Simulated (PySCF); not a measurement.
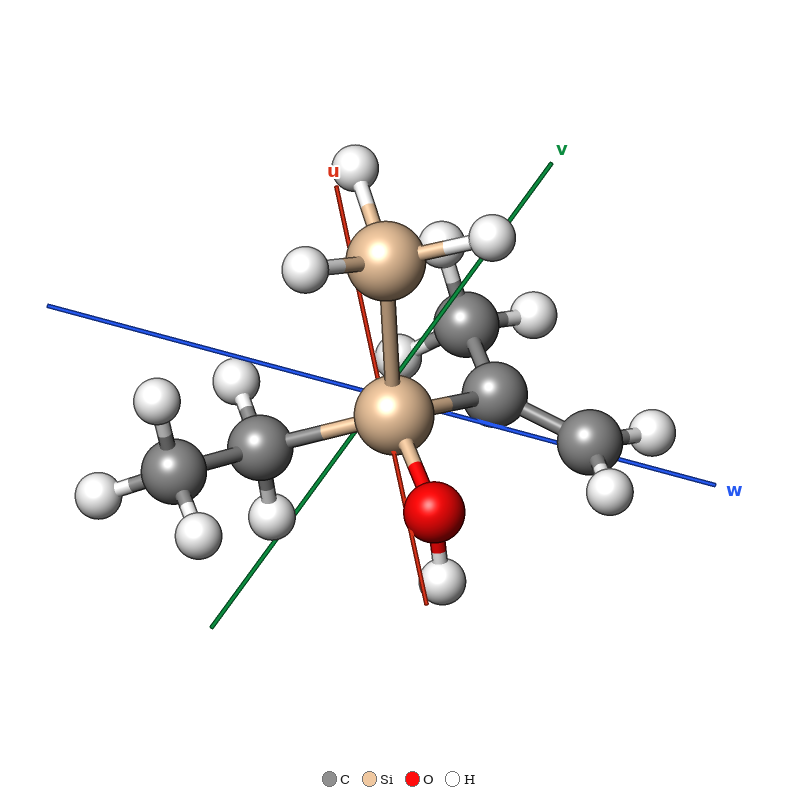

The lines u, v and w are the principal axes of the static dipole polarisability. Computed geometry: PBE0-D3(BJ)/def2-SVP optimisation. No frequency run is at hand to confirm it as a minimum. Method: CAM-B3LYP/def2-SVPD (PySCF 2.14.0).

Question: Along which axis is the molecule most polarisable, and along which least?

Answer: Most along w, least along u.

Question: Give the three principal values.

Answer: u 111.3, v 116.4, w 136.6 bohr³; mean 121.4, anisotropy 23.2 bohr³.
